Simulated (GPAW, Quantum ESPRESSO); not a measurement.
# HfO2 (Fm-3m): the O K absorption edge, part 4 of 5

Aim: the O K edge of HfO2 (Fm-3m) by two routes, a Lanczos recursion (XSpectra) and a sum over empty bands (GPAW), to see which features are robust.

Quantum ESPRESSO 7.5 and GPAW 26.7.0; core-hole supercells, plane-wave PAW PBE.

So far. Step 12 (The field without a hole (GPAW)): The mesh shows a gap of 3.73 eV, so the hole is first treated in a charged cell, without the excited electron. Step 13 (Spectrum without a core hole, O atom 2 (GPAW)): Main maxima below 24 eV (height): 0.8 eV (1.51), 4.8 eV (2.69), 9.2 eV (1.37), 13.1 eV (1.10) and 22.9 eV (1.02). 

### Step 15. Spectrum with FCH, O atom 2 (GPAW)

Level of this step: X-ray absorption from dipole matrix elements to empty bands, plane-wave PAW PBE (GPAW).

The holes are 6.3 Å apart. The excited electron is left out and a uniform background balances the charge. After the field has converged, empty bands are computed with the density fixed and the dipole matrix elements are summed.

The input, xas.py:

```python
import numpy as np
from ase import Atoms
from ase.parallel import parprint, paropen
from gpaw import GPAW, PW, FermiDirac, Mixer, MixerDif, setup_paths
from gpaw.test import gen
setup_paths.insert(0, '.')
gen('O', name='fch1s', xcname='PBE', corehole=(1, 0, 1), write_xml=True)
from gpaw.mpi import world
world.barrier()

atoms = Atoms('Hf6O12',
    cell=[[2.5575, 5.115, -2.5575],
     [5.115, -2.5575, 2.5575],
     [2.5575, -5.115, -2.5575]],
    scaled_positions=[[0, 0, 0],
     [0.5, 0, 0.5],
     [0, 0.33333333, 0.33333333],
     [0.5, 0.66666667, 0.16666667],
     [0.5, 0.33333333, 0.83333333],
     [0, 0.66666667, 0.66666667],
     [0.375, 0, 0.125],
     [0.875, 0, 0.625],
     [0.375, 0.33333333, 0.45833333],
     [0.875, 0.66666667, 0.29166667],
     [0.875, 0.33333333, 0.95833333],
     [0.375, 0.66666667, 0.79166667],
     [0.125, 0.33333333, 0.70833333],
     [0.625, 0.33333333, 0.20833333],
     [0.125, 0.66666667, 0.04166667],
     [0.625, 0, 0.875],
     [0.625, 0.66666667, 0.54166667],
     [0.125, 0, 0.375]],
    pbc=True)
atoms.calc = calc = GPAW(legacy_gpaw=True, mode=PW(500), xc='PBE', setups={6: 'fch1s'},
    kpts={'size': (3, 4, 4), 'gamma': True}, occupations=FermiDirac(0.02),
    charge=0, mixer=Mixer(0.1, 5, 50), maxiter=150,
    convergence={'density': 0.0001}, txt='scf.txt')
energy = atoms.get_potential_energy() + calc.get_reference_energy()
ef = calc.get_fermi_level()
out = dict(energy=energy, fermi=ef, forces=atoms.get_forces().tolist())
parprint(f'all-electron energy {energy:.4f} eV, Fermi level {ef:.4f} eV')
ev = np.array([[calc.get_eigenvalues(k, s) for k in range(len(calc.get_ibz_k_points()))] for s in range(calc.get_number_of_spins())])
out['homo'], out['lumo'], out['counts'] = ev[ev < ef].max(), ev[ev > ef].min(), sorted(set((ev < ef).sum((0, 2)).tolist()))
out['filled'] = (ev[:, 0] < ef).sum(1).tolist()

from ase.units import Ha
from gpaw.xas import dipole_matrix_elements
nb = int(calc.get_number_of_electrons() / 2) + 152
top, nb = nb, nb + 8 + nb // 12
nscf = calc.fixed_density(kpts={'size': (4, 5, 5), 'gamma': True}, nbands=nb,
    convergence={'bands': top, 'eigenstates': 1e-5}, maxiter=60, txt='nscf.txt')
cell = atoms.cell.array
ops = [cell.T @ U.T @ np.linalg.inv(cell.T) for U in nscf.wfs.kd.symmetry.op_scc]
filled = [72]  # bands filled in the ground state, by spin
E = np.arange(-6, 34, 0.1)
fwhm = np.interp(E, [4, 25], [0.9, 3.5])
Y, X, zero, highest = 0, 0, 1e9, 1e9
for spin in range(nscf.get_number_of_spins()):
    wfs = nscf.wfs
    A = dipole_matrix_elements(wfs.setups[6])
    eps = np.zeros((wfs.kd.nibzkpts, nb))
    d = np.zeros((3, A.shape[1], wfs.kd.nibzkpts, nb), complex)
    for kpt in wfs.kpt_u:
        if kpt.s == spin and 6 in kpt.P_ani:
            eps[kpt.k] = kpt.eps_n * Ha
            d[:, :, kpt.k] = (kpt.weight * wfs.nspins / 2) ** 0.5 * np.inner(A, kpt.P_ani[6])
    world.sum(eps)
    world.sum(d)
    T = np.einsum('amkn,bmkn->abkn', d, d.conj()).real
    T = sum(np.einsum('ai,ijkn,bj->abkn', R, T, R) for R in ops) / len(ops)
    empty = np.ones_like(eps, bool) & (np.arange(nb) >= filled[spin])
    zero, highest = min(zero, eps[empty].min()), min(highest, eps[:, top - 1].min())
    lines = [(eps, T, empty)] if spin == 0 else lines + [(eps, T, empty)]
for eps, T, empty in lines:
    f = np.einsum('aakn->akn', T).reshape(3, -1)
    x = eps.ravel() - zero
    w = np.interp(x, E, fwhm) / 2.35482
    g = np.exp(-0.5 * ((E[:, None] - x) / w) ** 2) / (w * (2 * np.pi) ** 0.5)
    Y = Y + (f * empty.ravel()) @ g.T
    X = X + (f * ~empty.ravel()) @ g.T
out.update(E=E.round(2).tolist(), xas=Y.tolist(), xes=X.tolist(), zero=zero, valid=highest - zero, nk=len(eps), nb=nb)
for i in range(0, len(E), 10):
    parprint(f'{E[i]:7.2f}', *(f'{v:10.3e}' for v in Y[:, i]))
import json
with paropen('out.json', 'w') as f:
    json.dump(out, f)
```

On the command line:

```bash
> OMP_NUM_THREADS=1 mpirun -n 4 gpaw python xas.py
```

Numbers of over 12 decimals in the logs are rounded to 6 here.

The program printed:

```text
Input parameters:
  convergence: {density: 0.0001}
  kpts: {gamma: True,
         size: (3, 4, 4)}
  maxiter: 150
  mixer: {backend: pulay,
          beta: 0.1,
          method: separate,
          nmaxold: 5,
          weight: 50}
  mode: {ecut: 500.0,
         name: pw}
  occupations: {fixmagmom: False,
                name: fermi-dirac,
                width: 0.02}
  setups: {6: fch1s}
  xc: PBE

Initialize ...

[... PAW data sets ...]

Reference energy: -2483252.120334  # eV

Spin-paired calculation

[... convergence settings ...]
Symmetries present (total): 2
  [... symmetry matrices ...]

48 k-points: 3 x 4 x 4 Monkhorst-Pack grid + [0.000000,1/8,1/8]
17 k-points in the irreducible part of the Brillouin zone
       k-points in crystal coordinates                weights
   0:     0.00000000    0.00000000    0.00000000          1/48
   1:     0.00000000    0.25000000    0.00000000          2/48
   2:     0.00000000    0.25000000    0.25000000          4/48
   3:     0.00000000    0.25000000    0.50000000          2/48
   4:     0.00000000    0.50000000    0.00000000          1/48
   5:     0.00000000    0.50000000    0.25000000          4/48
   6:     0.00000000    0.50000000    0.50000000          2/48
   7:     0.33333333   -0.25000000    0.50000000          2/48
   8:     0.33333333    0.00000000   -0.25000000          4/48
   9:     0.33333333    0.00000000    0.00000000          2/48
          ...
  16:     0.33333333    0.50000000    0.50000000          4/48

Wave functions: Plane wave expansion
  Cutoff energy: 500.000 eV
  Number of coefficients (min, max): 5085, 5127
  Pulay-stress correction: 0.000000 eV/Ang^3 (de/decut=0.000000)
  Using FFTW library
  Wavefunction extrapolation:
    Improved wavefunction reuse through dual PAW basis

Occupation numbers: Fermi-Dirac:
  width: 0.0200  # eV

Eigensolver
   Davidson(niter=2)

Densities:
  Coarse grid: 35*35*35 grid
  Fine grid: 70*70*70 grid
  Total Charge: 1.000000

Density mixing:
  Method: separate
  Backend: pulay
  Linear mixing parameter: 0.1
  old densities: 5
  Width of damping distribution: 1.1
  Damping of long wavelength oscillations: 50

[... Hamiltonian set-up ...]
Number of atoms: 18
Number of atomic orbitals: 126
Number of bands in calculation: 91
Number of valence electrons: 144
Bands to converge: occupied

... initialized

Initializing position-dependent things.

Density initialized from atomic densities
Creating initial wave functions:
  91 bands from LCAO basis set

                   O
          Hf           Hf
              OHf   O      O
             O     O     O
                 Hf Hf
                 O  OHf O
                   O     O

Atomic positions and initial magnetic moments

Positions:
   0 Hf     0.000000    0.000000    0.000000    ( 0.0000,  0.0000,  0.0000)
   1 Hf     2.557500    0.000000   -2.557500    ( 0.0000,  0.0000,  0.0000)
   2 Hf     2.557500   -2.557500    0.000000    ( 0.0000,  0.0000,  0.0000)
   3 Hf     5.115000   -0.000000    0.000000    ( 0.0000,  0.0000,  0.0000)
   4 Hf     5.115000   -2.557500   -2.557500    ( 0.0000,  0.0000,  0.0000)
   5 Hf     5.115000   -5.115000   -0.000000    ( 0.0000,  0.0000,  0.0000)
   6 O      1.278750    1.278750   -1.278750    ( 0.0000,  0.0000,  0.0000)
[...]
15 O      3.836250   -1.278750   -3.836250    ( 0.0000,  0.0000,  0.0000)
  16 O      6.393750   -1.278750   -1.278750    ( 0.0000,  0.0000,  0.0000)
  17 O      1.278750   -1.278750   -1.278750    ( 0.0000,  0.0000,  0.0000)

Unit cell:
           periodic     x           y           z      points  spacing
  1. axis:    yes    2.557500    5.115000   -2.557500    35     0.1688
  2. axis:    yes    5.115000   -2.557500    2.557500    35     0.1550
  3. axis:    yes    2.557500   -5.115000   -2.557500    35     0.1482

  Lengths:   6.264570   6.264570   6.264570
  Angles:   60.000000 109.471221  99.594068

Effective grid spacing dv^(1/3) = 0.1673

iter:   1  -218.789163
iter:   2  -205.307746   -0.60  -0.88
iter:   3  -189.827525   +0.31  -0.97
iter:   4  -190.471570   -0.90  -1.34
iter:   5  -190.521438   -1.02  -1.43
iter:   6  -190.626169   -0.98  -1.88
iter:   7  -190.244850   -1.49  -2.05
iter:   8  -190.288116   -2.24  -2.17
iter:   9  -190.230627c  -2.27  -2.25
iter:  10  -190.213920   -2.49  -2.59
iter:  11  -190.211295c  -3.35  -2.87
iter:  12  -190.210274c  -4.48  -3.06
iter:  13  -190.210324c  -4.34  -3.31
iter:  14  -190.210223c  -5.21  -3.42
iter:  15  -190.210241c  -6.06  -3.49
iter:  16  -190.210330c  -5.39  -3.55
iter:  17  -190.210286c  -5.41  -3.74
iter:  18  -190.210311c  -5.86  -3.97
iter:  19  -190.210294c  -5.81  -4.07c
iter:  20  -190.210294c  -6.46  -4.49c
iter:  21  -190.210294c  -7.38  -4.75c
iter:  22  -190.210294c  -7.20  -4.96c
iter:  23  -190.210294c  -8.11c -4.98c

Converged after 23 iterations.

Dipole moment: (-0.141510, 0.124929, 0.141510) |e|*Ang

Energy contributions relative to reference atoms: (reference = -2483252.120334)

Kinetic:        +53.301937
Potential:     -101.553269
External:        +0.000000
XC:            -141.308456
Entropy (-ST):   -0.000000
Local:           -0.650506
SIC:             +0.000000
--------------------------
Free energy:   -190.210294
Extrapolated:  -190.210294

Showing only first 2 kpts
 Kpt  Band  Eigenvalues  Occupancy
  0    70      7.65640    2.00000
  0    71      7.67668    2.00000
  0    72     11.94976    0.00000
  0    73     11.95126    0.00000

  1    70      7.91153    2.00000
  1    71      8.05630    2.00000
  1    72     12.09102    0.00000
[...]
Fermi level: 9.06019

Gap: 3.683 eV
Transition (v -> c):
  (s=0, k=4, n=71, [0.00, 0.50, 0.00]) -> (s=0, k=4, n=72, [0.00, 0.50, 0.00])
No difference between direct/indirect transitions

Forces in eV/Ang:
  0 Hf   -1.66485   -1.63985    1.66485
  1 Hf    1.67437   -1.74209   -1.67437
  2 Hf    0.05070    0.01884   -0.01669
  3 Hf   -1.86252    1.66749   -1.78049
  4 Hf    1.78049    1.66749    1.86252
  5 Hf    0.01669    0.01884   -0.05070
  6 O     0.02708    0.04440   -0.02708
[...]
15 O    -0.00903   -0.59984    0.00903
 16 O    -0.26126   -0.26084    0.86875
 17 O     0.00890    1.11516   -0.00890
Scalar-relativistic atomic PBE calculation for O (Oxygen, Z=8)
Core hole in 1s state (1s occupation: 1.0)
300 radial gridpoints.
|------------------------------------------------|
|------------------------------------------------|
[... the atom generator's iteration count ...]

Energy contributions:
-------------------------
Kinetic:      +54.482386
XC:            -6.221029
Potential:   -102.872811
-------------------------
Total:        -54.611454

state      eigenvalue         ekin         rmax
-----------------------------------------------
1s^1.0 :   -21.894578    30.998381        0.126
2s^2.0 :    -1.608483     4.112072        0.796
2p^4.0 :    -1.062351     3.814965        0.685
-----------------------------------------------
(units: Bohr and Hartree)

Generating PAW setup
Kinetic energy of the core from tauc = 31.023928
Cutoffs:
rc(s)=1.300
rc(p)=1.130
rc(d)=1.170
rc(vbar)=1.300
rc(comp)=1.260
rc(nct)=1.300

Kinetic energy of the core states: 30.998381
Charge: 1.0
Core electrons: 1.0
Valence electrons: 6.0
Pseudo-core charge: 0.000187
Shape function alpha=6.299
Pseudo-electron charge 5.288669
state    eigenvalue         norm
--------------------------------
2s(2) :    -1.608483     1.066038
*s    :    -0.608483
2p(4) :    -1.062351     0.789101
*p    :    -0.062351
*d    :     0.000000
--------------------------------

Diagonalizing with gridspacing h=0.050

state   all-electron     PAW
-------------------------------
2s:      -1.608483    -1.609927
2p:      -1.062351    -1.068630
*d:                   -0.061610
*f:                   -0.013338
-------------------------------
all-electron energy -2483442.3306 eV, Fermi level 9.0602 eV
[...]
31.00  3.354e-05  3.376e-05  3.354e-05
  32.00  4.165e-05  4.165e-05  4.165e-05
  33.00  5.263e-05  5.231e-05  5.263e-05
```

Wall time 7.4 min (4 MPI ranks of Arm Neoverse V2, shared host); peak memory 0.71 GiB; 29 min of CPU time.

The O K spectrum, O atom 2, full core hole (charged cell) (energy from the lowest empty level; intensity scaled to a mean of 1 over the first 20 eV):

```csv
E (eV),intensity
-2.0,0.00
-0.5,0.11
1.0,0.85
2.5,0.69
4.0,2.97
5.5,1.06
7.0,0.66
8.5,1.15
10.0,0.66
11.5,0.78
13.0,1.07
14.5,0.79
16.0,0.76
17.5,0.79
19.0,0.66
20.5,0.77
22.0,0.98
23.5,0.87
25.0,0.52
26.5,0.35
28.0,0.37
29.5,0.44
31.0,0.52
```

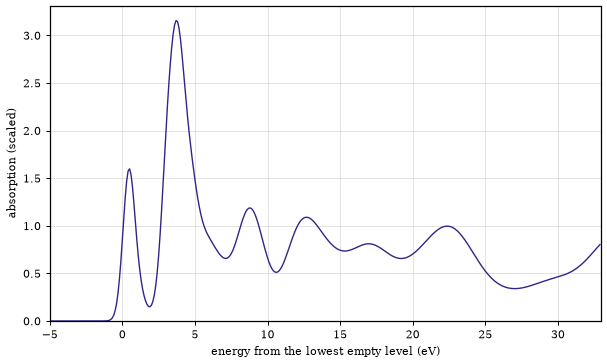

The O K edge, O atom 2, full core hole (charged cell): main maxima at 0.5, 3.7 and 8.8 eV.

Main maxima below 24 eV (height): 0.5 eV (1.60), 3.7 eV (3.16), 8.8 eV (1.19), 12.7 eV (1.09), 17.0 eV (0.81) and 22.4 eV (1.00). 

The hole costs E(hole) − E(ground) = 528.23 eV, and the lowest empty level of the hole cell on the spectrum's mesh lies at 11.89 eV, which puts the zero at 540.13 eV. With the free-atom term of -8.91 eV for this edge, the photon energy is 531.22 eV.

(Continued in part 5 of 5.)

[Banner, clock and machine lines of the logs are left out without a mark of their own.]

[Logs are printed without paths, hosts, clocks, repeated set-up lines and the standing remarks that a program may print on its own settings, such as how far it seeks lower states.]

[Hosts, paths, dates, database ids (printed as entryN), source tags and the programs' standing remarks are cut or masked in the printed files.]

[Lists of maxima count a maximum above −3 eV only where it reaches 4 % of the highest in the window and stands out from its surroundings by 2 % of it (1.5 % where it reaches 55 %); shoulders and weaker maxima are passed over, and of the rest the first, up to two pre-edge ones and the few strongest are named.]
